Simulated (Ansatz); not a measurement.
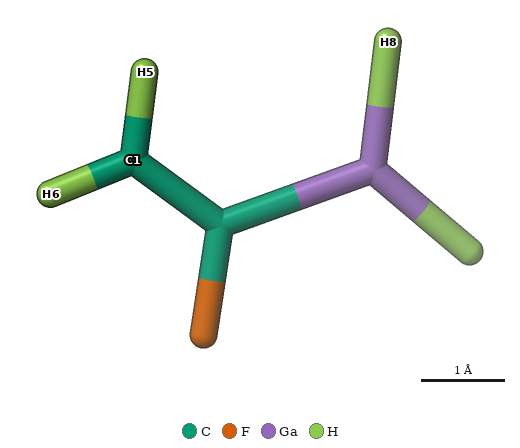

**Figure 1.** The input geometry (stick view, seen on its broad side; atoms are numbered from 1 in the order of the input). Sticks mark near contacts. Bond lengths as drawn: C–C 1.33 Å, C–F 1.35 Å, C–Ga 1.97 Å, C–H 1.08 to 1.09 Å and Ga–H 1.56 to 1.57 Å.

Single-point calculation of C$_{2}$H$_{4}$FGa

System: C$_{2}$H$_{4}$FGa, SMILES C=[C](F)[GaH2].
Method: RKS PBE0-D4/def2-TZVPP (Ansatz 0.2.0).

The geometry comes from this level: PBE0-D4/def2-TZVP.

### Input
```yaml
crystal:
  periodic: [false, false, false]
  atoms:
    - {symbol: C, position_ang: [1.044554, 0.794106, 0.556938]}
    - {symbol: C, position_ang: [0.050901, 0.547174, -0.289316]}
    - {symbol: F, position_ang: [-0.263374, 1.501134, -1.198255]}
    - {symbol: Ga, position_ang: [-0.997812, -1.115878, -0.309752]}
    - {symbol: H, position_ang: [1.314311, 0.047488, 1.292515]}
    - {symbol: H, position_ang: [1.600311, 1.726637, 0.536167]}
    - {symbol: H, position_ang: [-2.149426, -1.311885, -1.347030]}
    - {symbol: H, position_ang: [-0.599465, -2.188785, 0.758744]}
basis:
  gaussian: {orbitals: def2-TZVPP}
hamiltonian: {xc: pbe0, dispersion: d4}
output: {orbitals: {seedname: orbitals}}
```

Launched with:
```bash
ansatz run in.yaml --threads 2 --pin off --events-out ev --progress --plain --max-ram 4352MiB
```

### The program's output
```
Functional definition: PBE0
  name "PBE0"
  cite "Adamo & Barone, J. Chem. Phys. 110, 6158 (1999) doi:10.1063/1.478522"
  cite "Perdew, Burke & Ernzerhof, Phys. Rev. Lett. 77, 3865 (1996) doi:10.1103/PhysRevLett.77.3865"
  parent pbe
  parameter a = 0.25
  parameter kappa = 0.804
  parameter beta = 0.06672455060314922
  exchange = (1 - a)*pbe_x(kappa = kappa, mu = beta*pi^2/3) + a*exact_x
  correlation = pbe_c(beta = beta)
1165 factors; their error is unknown
mean field evaluation 1: about -57216.9163 eV, gradient 5.2e1 eV
mean field evaluation 2: about -57210.2277 eV, gradient 7.0e1 eV
mean field evaluation 4: about -57222.3003 eV, gradient 4.6e0 eV
mean field evaluation 8: about -57222.5284 eV, gradient 3.7e-1 eV
mean field evaluation 16: about -57222.5286 eV, gradient 4.0e-5 eV
mean field -57222.52855348 eV, -2102.8891375174 hartree, gradient 4.0e-5 eV, S^2 0.000000; 0 other end points of the search recorded, 0 dependent functions left out
reference -57222.52858305 eV, -2102.8891386043 hartree; 28, 28 occupied and 169, 169 virtual orbitals, 1165 factors
Total energy: -57222.65015271 eV, -2102.8936062066 hartree
```

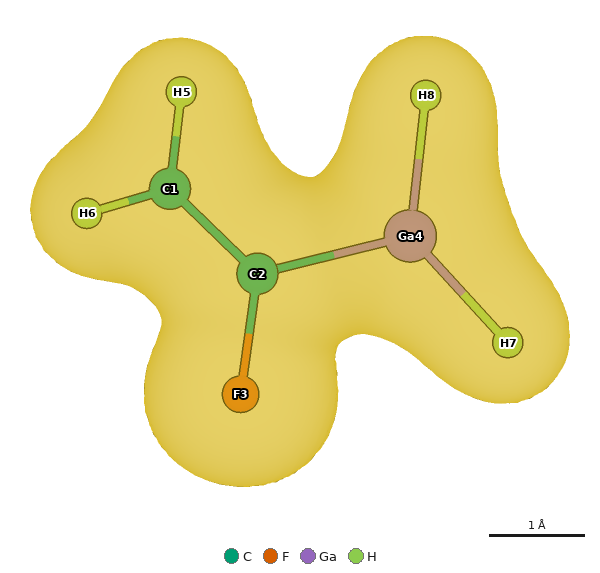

**Figure 2.** Isosurface of the electron density at 0.2 e/Å³ (yellow), seen at a tilt. At this value the surface is in one piece. On the grid the lowest density along these lines, outside the cores, is 2.4 e/Å³ (C–C, 1.33 Å), 1.7 e/Å³ (C–F, 1.35 Å), 0.78 e/Å³ (C–Ga, 1.97 Å) and 1.9 e/Å³ (C–H, 1.08 Å).

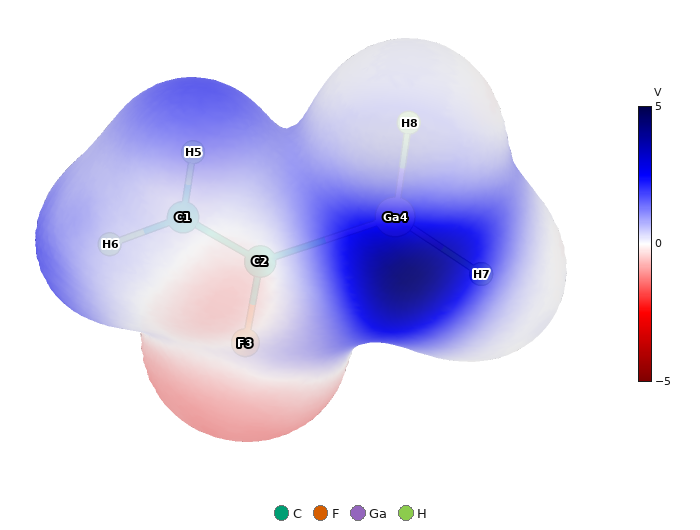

**Figure 3.** The molecular electrostatic potential painted on the density surface at 0.004 e/bohr³, seen at a tilt; the colour scale runs from red (negative) to blue (positive).

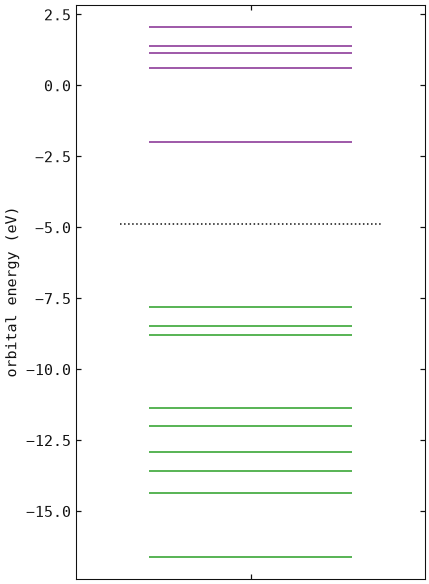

**Figure 4.** Orbital energies near the frontier; the dotted line parts filled from empty levels, and levels within 0.02 eV of each other stand side by side. Highest filled −7.79 eV, lowest empty −1.99 eV, 5.80 eV apart.

### Key numbers

```tsv
quantity	value
outcome	converged
total energy	−57222.6502 eV
mean-field energy	−57222.5286 eV
dispersion energy	−0.1216 eV
SCF solution under orbital rotations	stable
HOMO	−7.79 eV
LUMO	−1.99 eV
hardware	2 threads of Arm Neoverse V2, 23 GiB of memory available, shared host
wall time	2.6 s (CPU time 5 s)
peak memory	0.41 GiB
```
